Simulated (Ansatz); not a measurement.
All values below come from PBE (plane waves to 420 eV, PAW; Ansatz, a quantum-chemistry and plane-wave program).

Host crystal: monoclinic HfO2, with a band gap (PBE, scalar-relativistic without spin-orbit coupling).

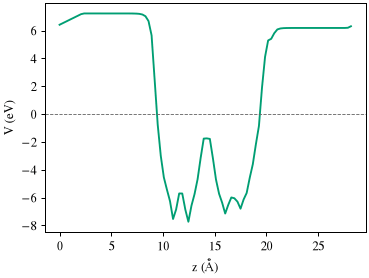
Fig. 1. Electrostatic potential energy of an electron, averaged over planes parallel to the surface, in eV from the highest filled level, for H2O on the 1x1 (100) surface of monoclinic HfO2 (cut with top plane 2 O), one in a 1x1 cell, started at the site 'bridge O-O (span 5.3 Å)'

Set-up: 27 atoms, 9.3 Å thick at the start under the adsorbate (thin: gaps and levels are the slab's own); mesh 4x4x1; 0.01 eV smearing; dipole correction on; 12 atoms held, the rest relaxed; no symmetry held; no spin, no spin-orbit, no U, no dispersion correction. At the end it is bonded to Hf + O. In PBE it is, or lies within 0.03 eV of, the lowest of the starts that converged.

Q: The surface cell has an area of 27.90 Å². What dipole along the normal does the step between the two vacuum levels imply?

A: the top vacuum level lies 1.04 eV below the bottom one; p = −ε₀ A ΔV (ε₀ = 0.005526 e/(V·Å)) gives 0.16 e·Å a cell.
